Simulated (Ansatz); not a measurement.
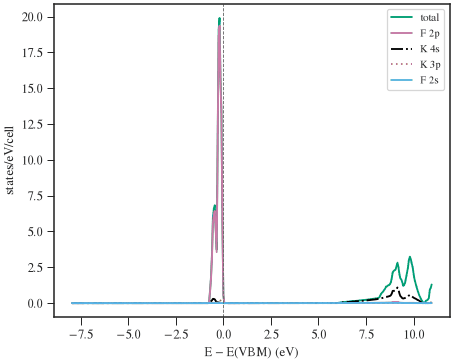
Fig. 1. Total and projected density of states of KF (rock salt, Fm-3m), DFT-PBE in the program Ansatz with PAW potentials

Task: Which orbitals carry the states next to the gap?

Result: Top 1 eV of the valence band: F 2p 97 %. Bottom 1 eV of the conduction band: K 4s 81 %, F 2s 10 %. Projections are on Löwdin-orthogonalised atomic valence shells; empty p or d shells of many metals are not among them.

Symmetry was held in the PBE relaxation.

Potentials: the later of the program's two PAW sets.
